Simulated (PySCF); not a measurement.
# C4H2N (3-cyano propargyl radical) at 6 levels

Aim: a comparison of 6 runs (UHF/3-21G, U-r2SCAN/cc-pVDZ, U-wB97X/cc-pVDZ, UB3LYP/cc-pVDZ, UBHLYP/cc-pVDZ, UBLYP/cc-pVDZ) of C4H2N (3-cyano propargyl radical). 

The results are computed with PySCF 2.14.0.

1 further run of the same task is left out (set aside as unsound or not needed).

## Step 1: The structure to begin with

The species is C4H2N (7 atoms), meant as a doublet with charge 0. As SMILES, `[CH2]C#CC#N`. The C1–H6 distance was set to 1.398 Å, away from the relaxed value.

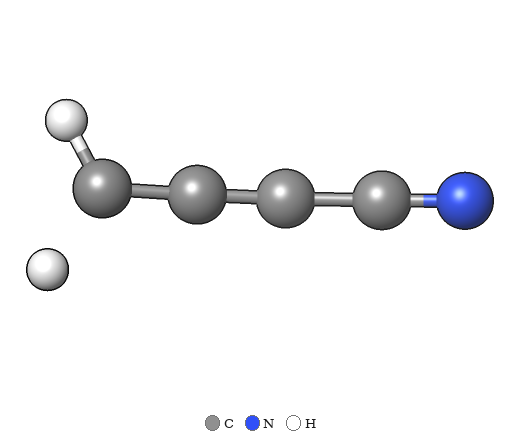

The structure, seen from a chosen angle (carbon grey, nitrogen blue, hydrogen white).

## Step 2: A single-point energy at UHF/3-21G (run 1)

run.py

```python
from pyscf import gto

mol = gto.Mole()
mol.atom = '''
C     -0.426044     1.083620     0.997943
C      0.066016     0.322280     0.022533
C      0.550546    -0.380460    -0.875497
C      1.176846    -1.231380    -1.701377
N      1.742766    -1.979860    -2.379407
H     -1.583500     0.711650     1.688520
H      0.075816     1.989130     1.291213
'''
mol.max_memory = 1860
mol.spin = 1
mol.verbose = 4
mol.basis = '3-21g'
mol.build()

hf = mol.UHF()
hf.conv_tol = 1e-10
hf.kernel()
if not hf.converged:
    hf = hf.newton().run(hf.mo_coeff, hf.mo_occ)

energy = hf.e_tot
print(f'total energy: {energy:.8f} hartree')
```

Launch:

```bash
$ OMP_NUM_THREADS=1 python run.py
```

The log of the run:

```text
PySCF version 2.14.0

[... 131 lines left out ...]
converged SCF energy = -205.80357302796  <S^2> = 1.5245277  2S+1 = 2.664228
total energy: -205.80357303 hartree
```

Wall time 0.78 s (1 thread of Arm Neoverse V2, shared host); peak memory 0.12 GiB.

## Step 3: A single-point energy at U-r2SCAN/cc-pVDZ (run 2)

mol.xyz

```xyz
7

C     -0.426044     1.083620     0.997943
C      0.066016     0.322280     0.022533
C      0.550546    -0.380460    -0.875497
C      1.176846    -1.231380    -1.701377
N      1.742766    -1.979860    -2.379407
H     -1.583500     0.711650     1.688520
H      0.075816     1.989130     1.291213
```

job.py

```python
from pyscf import gto, dft

molecule = gto.M(
    atom='mol.xyz',
    verbose=3,
    spin=1,
    basis='cc-pvdz',
    max_memory=1860,
)

myscf = dft.UKS(molecule)
myscf.xc = 'r2scan'
myscf.grids.level = 5
myscf.conv_tol = 1e-10
myscf.kernel()
if not myscf.converged:
    myscf = myscf.newton().run(myscf.mo_coeff, myscf.mo_occ)

etot = myscf.e_tot
print('E(%s) = %.9f' % ('R2SCAN', etot))
```

Launch:

```bash
$ OMP_NUM_THREADS=1 python job.py
```

The log of the run:

```text
converged SCF energy = -208.11314635074  <S^2> = 0.79663252  2S+1 = 2.0461012
E(R2SCAN) = -208.113146351
```

Wall time 86 s (1 thread of Arm Neoverse V2, shared host); peak memory 0.48 GiB.

Runs 3 to 5 aren't shown in full; the table further down has their settings and results.

## Step 4: A single-point energy at UBLYP/cc-pVDZ (run 6)

job.py

```python
from pyscf import gto, dft

mol = gto.M(
    atom='''
C   -0.426044   1.083620   0.997943
C    0.066016   0.322280   0.022533
C    0.550546  -0.380460  -0.875497
C    1.176846  -1.231380  -1.701377
N    1.742766  -1.979860  -2.379407
H   -1.583500   0.711650   1.688520
H    0.075816   1.989130   1.291213
''',
    max_memory=1860,
    spin=1,
    basis='cc-pvdz',
    verbose=4,
)

mf = dft.UKS(mol, xc='blyp')
mf.grids.level = 5
mf.conv_tol = 1e-10
mf.kernel()
if not mf.converged:
    mf = mf.newton().run(mf.mo_coeff, mf.mo_occ)

energy = mf.e_tot
print('Final energy', energy)
```

Launch:

```bash
$ OMP_NUM_THREADS=1 python job.py
```

The log of the run:

```text
PySCF version 2.14.0

[... 58 lines left out ...]
WARN: HOMO -0.219546153619194 >= LUMO -0.219546153619193
[... 62 lines left out ...]
converged SCF energy = -208.171062077862  <S^2> = 0.76373833  2S+1 = 2.0136915
Final energy -208.17106207786168
```

Wall time 31 s (1 thread of Arm Neoverse V2, shared host); peak memory 0.42 GiB.

## Step 5: All runs side by side

```csv
run,level,integration grid,energy (Eh),dipole moment (D),HOMO energy (eV),LUMO energy (eV),wall time
1,UHF/3-21G,–,-205.803573,3.98,-10.75,1.69,0.78 s
2,U-r2SCAN/cc-pVDZ,5,-208.113146,4.31,-6.30,-4.17,86 s
3,U-wB97X/cc-pVDZ,5,-208.158403,4.28,-9.21,-1.52,48 s
4,UB3LYP/cc-pVDZ,5,-208.230586,4.13,-6.73,-3.82,32 s
5,UBHLYP/cc-pVDZ,5,-208.098222,4.34,-8.17,-2.37,38 s
6,UBLYP/cc-pVDZ,5,-208.171062,3.93,-5.57,-4.40,31 s
```

## Step 6: Outcome

| quantity | value |
| --- | --- |
| run 6: total energy | -208.17106 Eh |
| run 6: dipole moment | 3.93 D |
| run 6: HOMO energy (highest over α and β) | -5.57 eV |
| run 6: LUMO energy (lowest over α and β) | -4.40 eV |
| run 6: ⟨S²⟩ | 0.764 |

In words: The dipole moment (its size) runs from 3.93 D (UBLYP/cc-pVDZ) to 4.34 D (UBHLYP/cc-pVDZ). Totals of different functionals can't be ranked against each other. Spin contamination of the reference: run 1 ⟨S²⟩ = 1.52. Where it is this large, the reference is a mixture of spin states, and values that rest on it are in doubt. All runs together took 3.9 min, the longest 86 s.
